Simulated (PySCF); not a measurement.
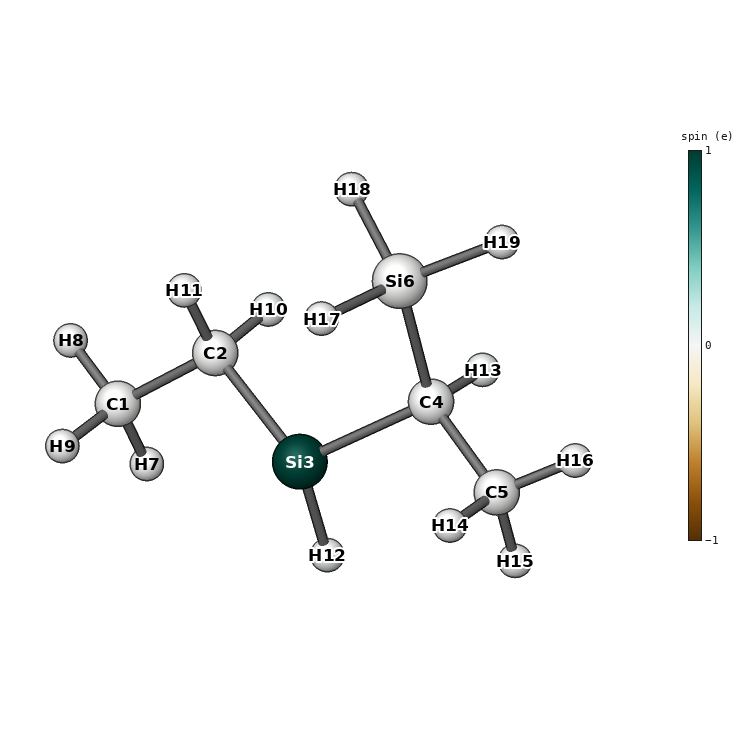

Atoms are coloured by their Mulliken spin populations. Charge 0, doublet. Computed geometry: GFN2-xTB optimisation. No frequency run is at hand to confirm it as a minimum. Properties computed with UKS B3LYP, pcH-1 on C H Si, non-relativistic (PySCF 2.14.0).

### Which atom carries the largest spin population?

Si3 (0.96 e).

### Which atom has the lowest spin population?

Si6 (−0.01 e).

Give the Mulliken spin populations atom by atom.

```tsv
atom	value (e)
C1	0.00
C2	0.00
Si3	0.96
C4	0.00
C5	0.00
Si6	−0.01
H7	0.00
H8	0.00
H9	0.00
H10	0.02
H11	0.00
H12	0.01
H13	0.02
H14	0.00
H15	0.00
H16	0.00
H17	0.00
H18	0.00
H19	0.00
```

Mulliken values depend strongly on the basis set. The geometry is semi-empirical. Around Si such bond lengths and angles can be off by a tenth of an ångström or more and by several degrees, and values that hang on the shape move with them.
